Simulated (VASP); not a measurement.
Band structure of BaF2 (fluorite). These are revTPSS meta-GGA, VASP's PBE PAW potentials (set 64) (plane waves; VASP) values and carry that method's errors.

Unless said otherwise, spin-orbit coupling is left out, though it shifts the bands of the heavy elements here.

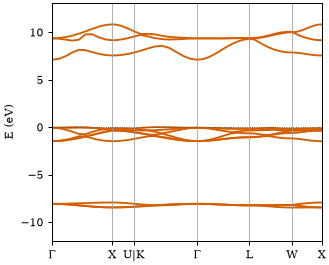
Bands along high-symmetry lines, zero at the valence-band maximum or, without a gap, the Fermi level

**Question.** Read the plot: is there a gap, and where are the band edges?

**Answer.** The gap is indirect, 7.09 eV, from the valence maximum at K-Γ at 0.44 to the conduction minimum at Γ.

Measured: gap 10.50 eV (computed value off by -3.41 eV), as given by Andrés Aguado et al., Journal of the Physical Society of Japan (1999), arXiv:cond-mat/9901145.

The compound is BaF2 in the fluorite structure. It was relaxed first.
